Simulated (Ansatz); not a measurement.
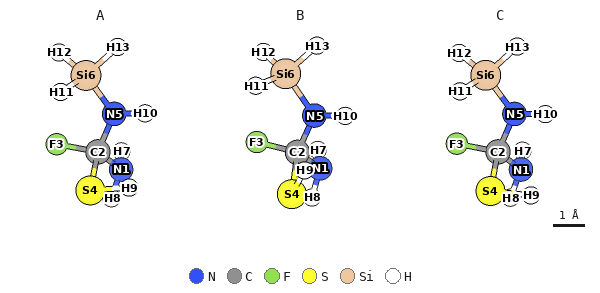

3 geometries from a converged minimum-energy path of CH$_{7}$FN$_{2}$SSi, shuffled. Style: ball-and-stick. Shown from a free direction.

The calculation used RKS PBE/def2-SVP in Ansatz. Run with 5 movable images; climbing image; force threshold 0.05 eV/Å; iteration limit 60; starting path through a guess of the saddle point.

Q: One of them is the converged climbing image. Which?

A: B. In order along the path, whose images run from 0 to 6: C (image 0, 0.0 kJ/mol), A (image 1, +1.0 kJ/mol), B (image 4, +9.8 kJ/mol). The motion is a rotation about the C2–S4 bond by about 140°. No bond forms or breaks between the ends. Bond angles that change up to the highest image, for instance: F3–C2–S4 100.1° → 104.8°.

The run took 2.7 min on 2 threads of Arm Neoverse V1 (shared host), peak memory 0.18 GiB.
